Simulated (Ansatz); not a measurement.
# CH₄ClGe radical: geometry and vibrations

The task is to find a stationary geometry of CH₄ClGe radical, check the end point by its vibrations and derive ideal-gas thermochemistry, and look at its orbitals and charge.

Computed with Ansatz 0.2.0, Gaussian basis. Level: UKS PBE0-D4/def2-TZVP.

The runs, in order: relaxation at PBE-D4/def2-SVP; relaxation at PBE0-D4/def2-TZVP; harmonic vibrations at the same level; a single point in def2-TZVPP for the fields.

## 1. Starting geometry

SMILES `[CH3][GeH][Cl]`, 7 atoms, charge 0, spin multiplicity 2.

Atoms are counted from 1 here; the program's logs count them from 0.

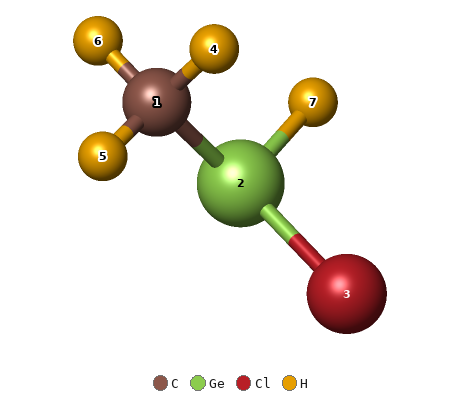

Start geometry, drawn with carbon brown, germanium green, chlorine red, hydrogen amber; atoms are numbered from 1 in the order of the file.

The start is a force-field geometry with small random shifts, so a cheaper pass at PBE-D4/def2-SVP comes first.

## 2. Optimising with PBE-D4/def2-SVP (cheap first pass)

The input, in.yaml:

```yaml
crystal:
  periodic: [false, false, false]
  atoms:
    - {symbol: C, position_ang: [-0.688900, 0.391700, -0.243900]}
    - {symbol: Ge, position_ang: [0.690600, -0.876700, -0.139600]}
    - {symbol: Cl, position_ang: [0.992100, -1.390700, 1.923300]}
    - {symbol: H, position_ang: [-0.379500, 1.355800, 0.310700]}
    - {symbol: H, position_ang: [-1.664900, 0.000200, 0.153600]}
    - {symbol: H, position_ang: [-0.907400, 0.720400, -1.320000]}
    - {symbol: H, position_ang: [2.019100, -0.268700, -0.729800]}
basis:
  gaussian: {orbitals: def2-SVP}
magnetization: {spin_polarized: true, initial_magnetization: 1}
hamiltonian: {xc: pbe, dispersion: d4}
relax: {f_tol: 0.03, max_steps: 200}
```

Started as:

```console
ansatz run in.yaml --threads 2 --pin off --events-out ev --progress --plain --max-ram 32768MiB --backend cpu
```

The log of the run, cut to the lines that bear on the results:

```text
Functional definition: PBE
  name "PBE"
  cite "Perdew, Burke & Ernzerhof, Phys. Rev. Lett. 77, 3865 (1996) doi:10.1103/PhysRevLett.77.3865"
  parent pbe
[...]
936 factors; their error is unknown
[...]
mean field -70115.94381986 eV, -2576.7134090863 hartree, gradient 3.7e-5 eV, S^2 0.751111; 0 other end points of the search recorded, 0 dependent functions left out
[...]
reference -70115.94385144 eV, -2576.7134102466 hartree; 30, 29 occupied and 54, 55 virtual orbitals, 936 factors
relax step   1: F+E_penalty+E_count = -70116.07831935 eV  Δ(F+E_penalty+E_count) = +0.000e0 eV  max|allowed force component| = 2.387e0 eV/Å  Δτ_max = 0.0000 Å  (27 SCF iters, accepted)
[...]
relax step   3: F+E_penalty+E_count = -70116.25567885 eV  Δ(F+E_penalty+E_count) = -2.670e-2 eV  max|allowed force component| = 1.417e-1 eV/Å  Δτ_max = 0.0288 Å  (30 SCF iters, accepted)
[...]
relax step   4: F+E_penalty+E_count = -70116.25715177 eV  Δ(F+E_penalty+E_count) = -1.473e-3 eV  max|allowed force component| = 2.208e-2 eV/Å  Δτ_max = 0.0151 Å  (30 SCF iters, accepted)
936 factors; their error is unknown
mean field -70116.12444603 eV, -2576.7200469756 hartree, gradient 1.2e-5 eV, S^2 0.751156; 1 other end points of the search recorded, 0 dependent functions left out
[...]
reference -70116.12447777 eV, -2576.7200481421 hartree; 30, 29 occupied and 54, 55 virtual orbitals, 936 factors
Total energy: -70116.25718351 eV, -2576.7249249879 hartree
Atom 0 at    -0.738188     0.440345    -0.264507 Å, force    -0.007887    -0.008258    -0.000825 eV/Å
Atom 1 at     0.709298    -0.906550    -0.190485 Å, force    -0.002402    -0.000695     0.022076 eV/Å
Atom 2 at     1.026906    -1.383460     1.933808 Å, force    -0.002655     0.000353    -0.003202 eV/Å
Atom 3 at    -0.425798     1.331308     0.316844 Å, force     0.014655     0.000031     0.003286 eV/Å
Atom 4 at    -1.668230     0.028733     0.170400 Å, force     0.004635    -0.007194    -0.004289 eV/Å
Atom 5 at    -0.916945     0.728061    -1.318748 Å, force    -0.008560     0.011881    -0.009768 eV/Å
Atom 6 at     2.074058    -0.306437    -0.693013 Å, force     0.002213     0.003883    -0.007278 eV/Å
Dipole moment:    -0.199379     0.228507    -0.353598 e Å
```

Wall time 7.5 s (2 threads, shared host).

Along the way:

```csv
step,energy from step 1 (eV),largest force component (eV/Å)
1,0.0000,2.3870
2,-0.1507,1.0288
3,-0.1774,0.1417
4,-0.1788,0.0221
```

Distances of close pairs at the start and the end, largest changes first:

```csv
bond,before (Å),after (Å),change (Å)
C1–Ge2,1.877,1.979,+0.102
Ge2–Cl3,2.147,2.200,+0.053
C1–H4,1.154,1.109,-0.046
C1–H6,1.146,1.107,-0.039
C1–H5,1.124,1.106,-0.018
Ge2–H7,1.576,1.573,-0.002
```

## 3. Relaxation at PBE0-D4/def2-TZVP

The input, in.yaml:

```yaml
crystal:
  periodic: [false, false, false]
  atoms:
    - {symbol: C, position_ang: [-0.738188, 0.440345, -0.264507]}
    - {symbol: Ge, position_ang: [0.709298, -0.906550, -0.190485]}
    - {symbol: Cl, position_ang: [1.026906, -1.383460, 1.933808]}
    - {symbol: H, position_ang: [-0.425798, 1.331308, 0.316844]}
    - {symbol: H, position_ang: [-1.668230, 0.028733, 0.170400]}
    - {symbol: H, position_ang: [-0.916945, 0.728061, -1.318748]}
    - {symbol: H, position_ang: [2.074058, -0.306437, -0.693013]}
basis:
  gaussian: {orbitals: def2-TZVP}
magnetization: {spin_polarized: true, initial_magnetization: 1}
hamiltonian: {xc: pbe0, dispersion: d4}
relax: {f_tol: 0.005, max_steps: 150}
```

Launched as before.

The log of the run:

```text
Functional definition: PBE0
  name "PBE0"
  cite "Adamo & Barone, J. Chem. Phys. 110, 6158 (1999) doi:10.1063/1.478522"
  cite "Perdew, Burke & Ernzerhof, Phys. Rev. Lett. 77, 3865 (1996) doi:10.1103/PhysRevLett.77.3865"
  parent pbe
  parameter a = 0.25
  parameter kappa = 0.804
  parameter beta = 0.06672455060314922
  exchange = (1 - a)*pbe_x(kappa = kappa, mu = beta*pi^2/3) + a*exact_x
  correlation = pbe_c(beta = beta)
1025 factors; their error is unknown
mean field evaluation 1: about -70125.7058 eV, gradient 3.6e1 eV
mean field evaluation 2: about -70121.5901 eV, gradient 4.3e1 eV
mean field evaluation 4: about -70131.2984 eV, gradient 1.6e0 eV
mean field evaluation 8: about -70131.3072 eV, gradient 1.1e-1 eV
mean field evaluation 16: about -70131.6102 eV, gradient 2.4e-4 eV
mean field -70131.61019159 eV, -2577.2891376281 hartree, gradient 2.6e-5 eV, S^2 0.752028; 0 other end points of the search recorded, 0 dependent functions left out
the calculation of the forces begins
reference -70131.61021927 eV, -2577.2891386455 hartree; 30, 29 occupied and 110, 111 virtual orbitals, 1025 factors
relax step   1: F+E_penalty+E_count = -70131.72223429 eV  Δ(F+E_penalty+E_count) = +0.000e0 eV  max|allowed force component| = 5.103e-1 eV/Å  Δτ_max = 0.0000 Å  (31 SCF iters, accepted)
these checks for a lower state are left out or cut short: starts, cluster_reference, orbital_swaps, neighbouring_geometries, increment
1025 factors; their error is unknown
mean field -70131.63660668 eV, -2577.2901083650 hartree, gradient 2.2e-5 eV, S^2 0.751948; 0 other end points of the search recorded, 0 dependent functions left out
the calculation of the forces begins
reference -70131.63663427 eV, -2577.2901093788 hartree; 30, 29 occupied and 110, 111 virtual orbitals, 1025 factors
relax step   2: F+E_penalty+E_count = -70131.74917220 eV  Δ(F+E_penalty+E_count) = -2.694e-2 eV  max|allowed force component| = 1.489e-1 eV/Å  Δτ_max = 0.0289 Å  (32 SCF iters, accepted)
these checks for a lower state are left out or cut short: starts, cluster_reference, orbital_swaps, neighbouring_geometries, increment
1025 factors; their error is unknown
mean field evaluation 32: about -70131.6383 eV, gradient 2.0e-5 eV
mean field -70131.63829486 eV, -2577.2901704044 hartree, gradient 2.0e-5 eV, S^2 0.751930; 0 other end points of the search recorded, 0 dependent functions left out
the calculation of the forces begins
reference -70131.63832242 eV, -2577.2901714173 hartree; 30, 29 occupied and 110, 111 virtual orbitals, 1025 factors
relax step   3: F+E_penalty+E_count = -70131.75103987 eV  Δ(F+E_penalty+E_count) = -1.868e-3 eV  max|allowed force component| = 2.412e-2 eV/Å  Δτ_max = 0.0134 Å  (34 SCF iters, accepted)
these checks for a lower state are left out or cut short: starts, cluster_reference, orbital_swaps, neighbouring_geometries, increment
1025 factors; their error is unknown
mean field -70131.63842159 eV, -2577.2901750616 hartree, gradient 2.1e-5 eV, S^2 0.751928; 0 other end points of the search recorded, 0 dependent functions left out
the calculation of the forces begins
reference -70131.63844915 eV, -2577.2901760744 hartree; 30, 29 occupied and 110, 111 virtual orbitals, 1025 factors
relax step   4: F+E_penalty+E_count = -70131.75113677 eV  Δ(F+E_penalty+E_count) = -9.690e-5 eV  max|allowed force component| = 1.027e-2 eV/Å  Δτ_max = 0.0059 Å  (27 SCF iters, accepted)
these checks for a lower state are left out or cut short: starts, cluster_reference, orbital_swaps, neighbouring_geometries, increment
1025 factors; their error is unknown
mean field -70131.63843075 eV, -2577.2901753980 hartree, gradient 2.4e-5 eV, S^2 0.751929; 0 other end points of the search recorded, 0 dependent functions left out
the calculation of the forces begins
reference -70131.63845831 eV, -2577.2901764109 hartree; 30, 29 occupied and 110, 111 virtual orbitals, 1025 factors
relax step   5: F+E_penalty+E_count = -70131.75114455 eV  Δ(F+E_penalty+E_count) = -7.778e-6 eV  max|allowed force component| = 3.240e-3 eV/Å  Δτ_max = 0.0007 Å  (25 SCF iters, accepted)
1025 factors; their error is unknown
mean field evaluation 64: about -70131.6384 eV, gradient 8.5e-5 eV
mean field -70131.63843075 eV, -2577.2901753980 hartree, gradient 2.4e-5 eV, S^2 0.751929; 1 other end points of the search recorded, 0 dependent functions left out
the calculation of the forces begins
reference -70131.63845831 eV, -2577.2901764109 hartree; 30, 29 occupied and 110, 111 virtual orbitals, 1025 factors
Total energy: -70131.75117211 eV, -2577.2943185667 hartree
Atom 0 at    -0.733126     0.438448    -0.261882 Å, force     0.003240    -0.000126     0.000373 eV/Å
Atom 1 at     0.705405    -0.885483    -0.183130 Å, force    -0.001381     0.000142     0.000364 eV/Å
Atom 2 at     1.016989    -1.361744     1.909462 Å, force     0.000497     0.000107     0.000208 eV/Å
Atom 3 at    -0.433410     1.314452     0.317323 Å, force    -0.001196     0.000054     0.000414 eV/Å
Atom 4 at    -1.646194     0.021373     0.160827 Å, force    -0.000624    -0.000257    -0.000619 eV/Å
Atom 5 at    -0.909942     0.729411    -1.298171 Å, force    -0.000273     0.000201    -0.000303 eV/Å
Atom 6 at     2.061380    -0.324457    -0.690131 Å, force    -0.000263    -0.000121    -0.000437 eV/Å
Dipole moment:    -0.200218     0.230056    -0.394787 e Å
```

Run time: 25 s. Hardware: 2 threads, shared host.

The steps of the relaxation:

```csv
step,energy from step 1 (eV),largest force component (eV/Å)
1,0.0000,0.5103
2,-0.0269,0.1489
3,-0.0288,0.0241
4,-0.0289,0.0103
5,-0.0289,0.0032
```

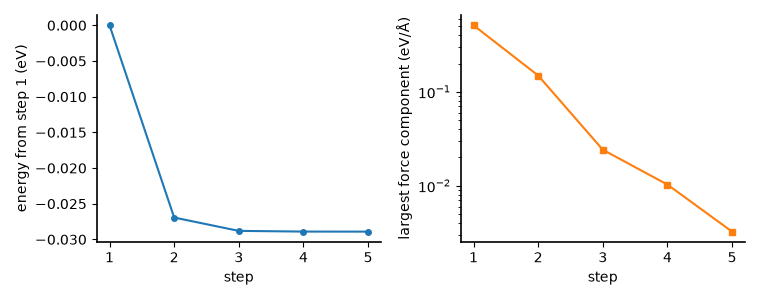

Energy and force, step by step.

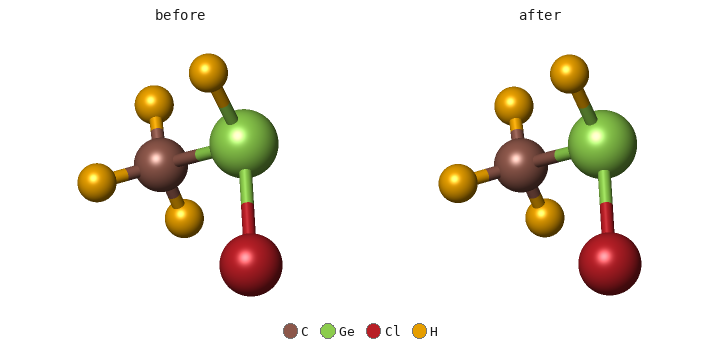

Before and after, at one scale.

Distances of close pairs at the start and the end, largest changes first:

```csv
bond,before (Å),after (Å),change (Å)
Ge2–Cl3,2.200,2.169,-0.032
C1–Ge2,1.979,1.957,-0.022
Ge2–H7,1.573,1.553,-0.021
C1–H5,1.106,1.089,-0.017
C1–H4,1.109,1.092,-0.017
C1–H6,1.107,1.091,-0.017
```

Mulliken charges of the relaxed molecule (report file):

```csv
atom,value (e)
C1,-0.48
Ge2,0.31
Cl3,-0.32
H4,0.16
H5,0.16
H6,0.15
H7,0.02
```

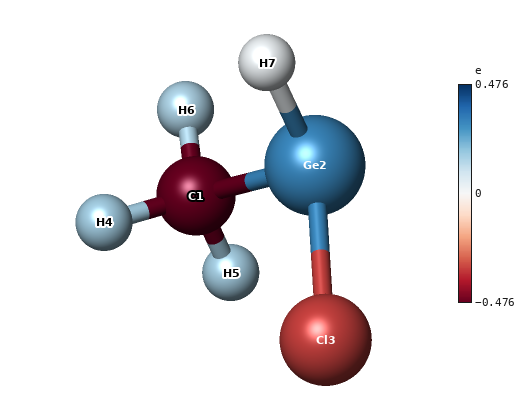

Mulliken charges of the relaxed molecule (report file), as colours on the atoms.

## 4. Force constants and modes

The input, in.yaml:

```yaml
crystal:
  periodic: [false, false, false]
  atoms:
    - {symbol: C, position_ang: [-0.733126, 0.438448, -0.261882]}
    - {symbol: Ge, position_ang: [0.705405, -0.885483, -0.183130]}
    - {symbol: Cl, position_ang: [1.016989, -1.361744, 1.909462]}
    - {symbol: H, position_ang: [-0.433410, 1.314452, 0.317323]}
    - {symbol: H, position_ang: [-1.646194, 0.021373, 0.160827]}
    - {symbol: H, position_ang: [-0.909942, 0.729411, -1.298171]}
    - {symbol: H, position_ang: [2.061380, -0.324457, -0.690131]}
basis:
  gaussian: {orbitals: def2-TZVP}
magnetization: {spin_polarized: true, initial_magnetization: 1}
hamiltonian: {xc: pbe0, dispersion: d4}
phonons: {temperatures: {t_min: 298.15, t_max: 900, t_step: 200}}
```

Same command.

The log of the run, cut to the lines that bear on the results:

```text
Functional definition: PBE0
  name "PBE0"
  cite "Adamo & Barone, J. Chem. Phys. 110, 6158 (1999) doi:10.1063/1.478522"
  cite "Perdew, Burke & Ernzerhof, Phys. Rev. Lett. 77, 3865 (1996) doi:10.1103/PhysRevLett.77.3865"
  parent pbe
[...]
1025 factors; their error is unknown
[...]
mean field -70131.63843137 eV, -2577.2901754209 hartree, gradient 8.5e-5 eV, S^2 0.751929; 0 other end points of the search recorded, 0 dependent functions left out
[...]
reference -70131.63845893 eV, -2577.2901764337 hartree; 30, 29 occupied and 110, 111 virtual orbitals, 1025 factors
[...]
1025 factors; their error is unknown
mean field -70131.63829345 eV, -2577.2901703527 hartree, gradient 8.7e-7 eV, S^2 0.751928; 0 other end points of the search recorded, 0 dependent functions left out
[...]
reference -70131.63832101 eV, -2577.2901713654 hartree; 30, 29 occupied and 110, 111 virtual orbitals, 1025 factors
[...]
Total energy: -70131.75117273 eV, -2577.2943185895 hartree
Atom 0 at    -0.733126     0.438448    -0.261882 Å, force     0.003235    -0.000101     0.000367 eV/Å
Atom 1 at     0.705405    -0.885483    -0.183130 Å, force    -0.001373     0.000129     0.000363 eV/Å
Atom 2 at     1.016989    -1.361744     1.909462 Å, force     0.000493     0.000110     0.000206 eV/Å
Atom 3 at    -0.433410     1.314452     0.317323 Å, force    -0.001201     0.000045     0.000404 eV/Å
Atom 4 at    -1.646194     0.021373     0.160827 Å, force    -0.000623    -0.000262    -0.000611 eV/Å
Atom 5 at    -0.909942     0.729411    -1.298171 Å, force    -0.000269     0.000201    -0.000292 eV/Å
Atom 6 at     2.061380    -0.324457    -0.690131 Å, force    -0.000262    -0.000121    -0.000437 eV/Å
Dipole moment:    -0.200218     0.230056    -0.394786 e Å
Vibrations: 117.30 159.25 408.87 513.79 588.70 642.26 784.26 848.20 1239.73 1437.47 1446.14 2059.51 3059.43 3153.61 3172.19 cm⁻¹, zero-point energy 1.216948 eV
```

Run time: 2.7 min. Hardware: 2 threads, shared host.

Motions are named by where the mode's potential energy lies. Wavenumbers, unscaled:

```csv
mode,cm⁻¹,motion
1,117,torsion
2,159,bend
3,409,Ge–Cl stretch
4,514,bend with torsion
5,589,Ge–C stretch
6,642,bend with torsion
7,784,bend
8,848,bend
9,1240,bend
10,1437,bend
11,1446,bend
12,2060,Ge–H stretch
13,3059,C–H stretch
14,3154,C–H stretch
15,3172,C–H stretch
```

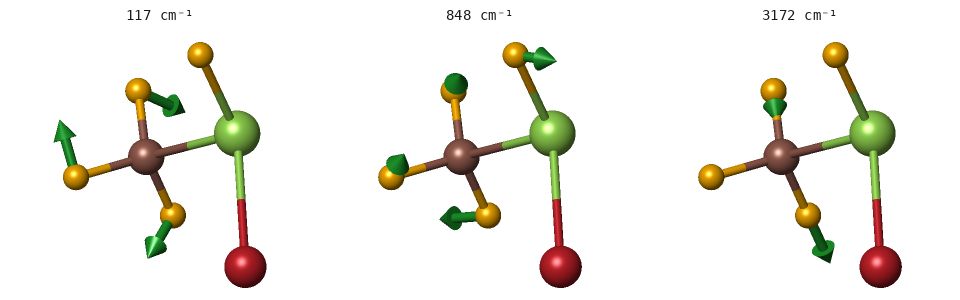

Displacements of 3 modes, as arrows.

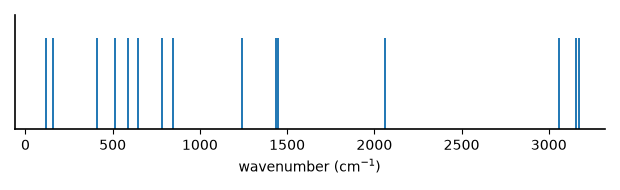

The harmonic wavenumbers as sticks (no intensities were computed).

From these modes and the moments of inertia (298.15 K, 1 bar, symmetry number 1):

```csv
term,value
zero-point energy,117.4 kJ/mol
H(298) − E,133.4 kJ/mol
"entropy, electronic degeneracy",5.8 J/(mol K)
"entropy, translation",169.0 J/(mol K)
"entropy, rotation",106.9 J/(mol K)
"entropy, vibration",35.9 J/(mol K)
"entropy, total",317.4 J/(mol K)
```

## 5. Orbitals, density and potential

in.yaml: that of step 4 with these lines changed.

```diff
@@ -11,5 +11,5 @@
 basis:
-  gaussian: {orbitals: def2-TZVP}
+  gaussian: {orbitals: def2-TZVPP}
 magnetization: {spin_polarized: true, initial_magnetization: 1}
 hamiltonian: {xc: pbe0, dispersion: d4}
-phonons: {temperatures: {t_min: 298.15, t_max: 900, t_step: 200}}
+output: {orbitals: {seedname: orbitals}}
```

The command is unchanged.

The log of the run:

```text
Functional definition: PBE0
  name "PBE0"
  cite "Adamo & Barone, J. Chem. Phys. 110, 6158 (1999) doi:10.1063/1.478522"
  cite "Perdew, Burke & Ernzerhof, Phys. Rev. Lett. 77, 3865 (1996) doi:10.1103/PhysRevLett.77.3865"
  parent pbe
  parameter a = 0.25
  parameter kappa = 0.804
  parameter beta = 0.06672455060314922
  exchange = (1 - a)*pbe_x(kappa = kappa, mu = beta*pi^2/3) + a*exact_x
  correlation = pbe_c(beta = beta)
1142 factors; their error is unknown
mean field evaluation 1: about -70125.6371 eV, gradient 3.6e1 eV
mean field evaluation 2: about -70121.7699 eV, gradient 4.3e1 eV
mean field evaluation 4: about -70131.3677 eV, gradient 1.6e0 eV
mean field evaluation 8: about -70131.3769 eV, gradient 1.1e-1 eV
mean field evaluation 16: about -70131.6756 eV, gradient 3.3e-4 eV
mean field -70131.67556452 eV, -2577.2915400391 hartree, gradient 1.5e-5 eV, S^2 0.751983; 0 other end points of the search recorded, 0 dependent functions left out
reference -70131.67559240 eV, -2577.2915410636 hartree; 30, 29 occupied and 147, 148 virtual orbitals, 1142 factors
Total energy: -70131.78830620 eV, -2577.2956832194 hartree
```

It took 5.5 s on 2 threads, shared host; peak memory 0.57 GiB.

Orbitals, density, ELF and potential are computed afterwards from the orbital file.

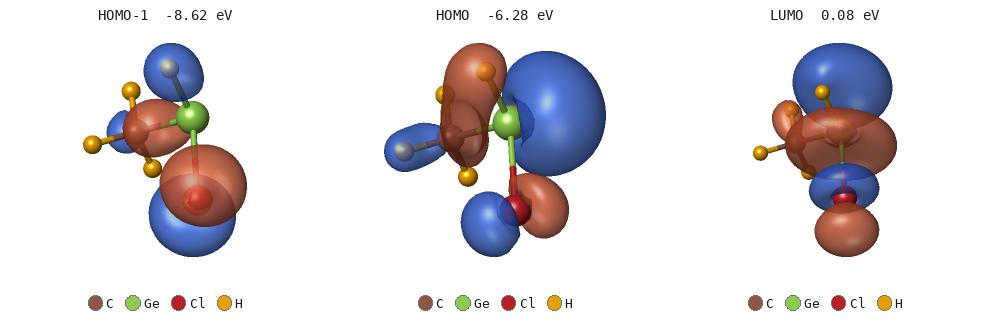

Frontier orbitals at PBE0-D4/def2-TZVPP (alpha spin); each surface holds 70 % of the orbital's density, blue and red mark the sign.

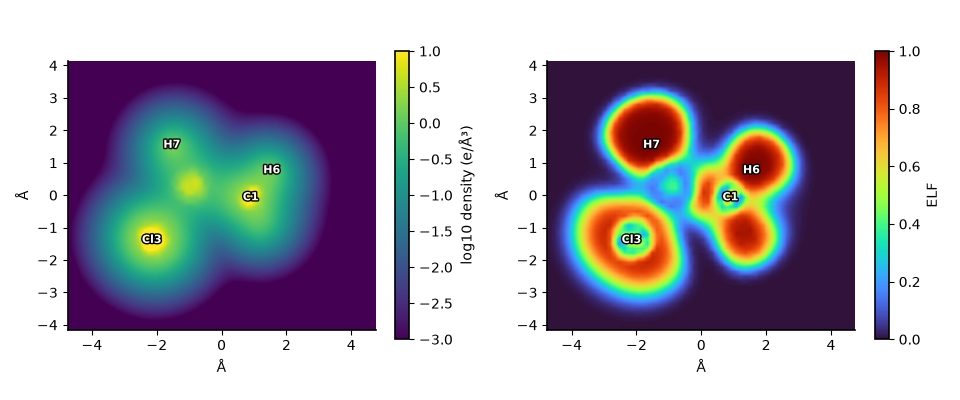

Density (left) and ELF (right) in a plane through or near 4 of the atoms.

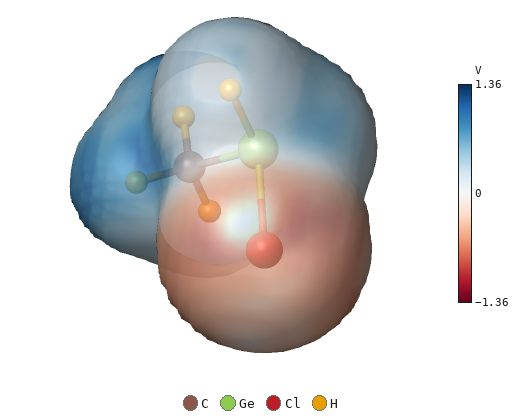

Electrostatic potential on the surface of density 0.002 e/bohr³; red is low, blue high. It runs, from the 1st to the 99th percentile, from -0.68 V near Cl3 to 1.36 V near Ge2.

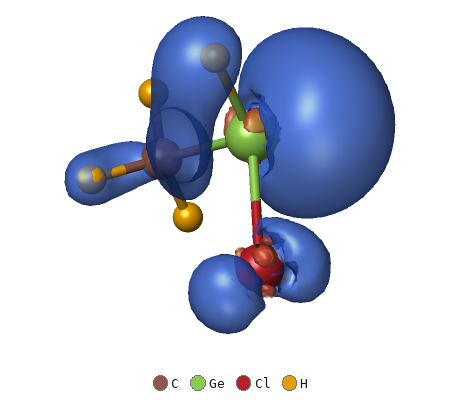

Spin density at ±0.02 e/Å³ (alpha excess blue, beta excess red).

## 6. Summary of results

| quantity | value |
| --- | --- |
| point group | C1 |
| steps | 4 + 5 |
| shift from the start (rms) | 0.055 Å |
| total energy | -70131.7512 eV |
| dispersion term | -113 meV |
| dipole moment | 2.40 D |
| lowest, highest wavenumber | 117, 3172 cm⁻¹ |
| zero-point energy | 117.4 kJ/mol |
| entropy at 298.15 K | 317.4 J/(mol K) |
| HOMO, LUMO (alpha spin) | -6.28, 0.08 eV |

What this shows: The atoms moved 0.05 Å (rms) from the start; the bond that changed most is C1–Ge2, from 1.877 to 1.957 Å. No mode is imaginary: a true minimum at this level. The stiffest mode, 3172 cm⁻¹, is a C–H stretch, and 2 modes under 200 cm⁻¹ make the vibrational entropy uncertain. Harmonic hybrid wavenumbers usually lie a few per cent above measured fundamentals. The largest Mulliken charge, -0.48 e, sits on C1. The alpha HOMO lies mostly on Ge2 59 %; Cl3 16 % and the LUMO on Ge2 42 %; Cl3 27 %. The unpaired spin sits mainly on Ge2 66 %; H7 12 %.
